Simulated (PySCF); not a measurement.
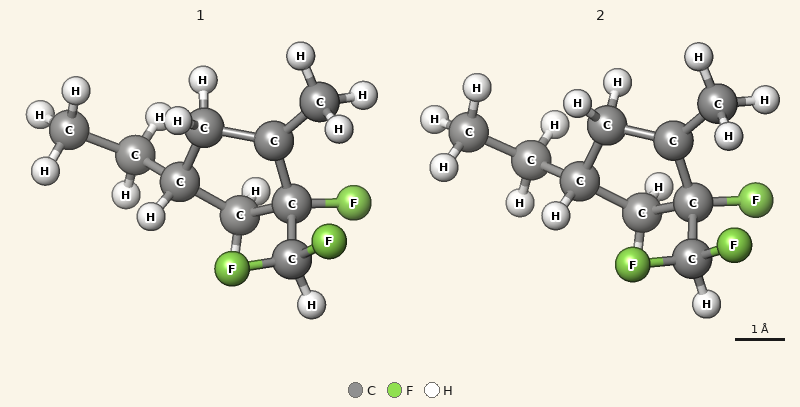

Two geometries of C9H14F3 (charge +1), drawn at one scale. One is the start of a relaxation, the other its converged end. A ball-and-stick model, seen at a tilt.

The calculation used PBE0-D3(BJ)/def2-SVP geometry optimisation, gas phase in PySCF 2.14.0, density-fitted response routines. 

> Which geometry has the lower energy?

Structure 2 is the relaxed one. The start comes from GFN2-xTB. Its atoms were then displaced at random by about 0.01 Å. The energy falls by 6.29 kcal/mol in 18 geometry steps. The atom that moves furthest after the best rigid fit is an H atom (0.42 Å). Largest moves by element: H 0.42 Å, F 0.18 Å, C 0.14 Å. Some distances before and after: C–H 1.045 → 1.099 Å, C–H 1.079 → 1.128 Å, C–H 1.071 → 1.105 Å, C–C 1.477 → 1.443 Å. Among the angles between lasting bonds that change: C–C–H 104.9° → 97.7°, C–C–H 110.2° → 104.5°, C–C–H 114.1° → 109.0°. Cost: 6.3 min on 2 threads of Intel(R) Xeon(R) Platinum 8488C, with other jobs on the host.
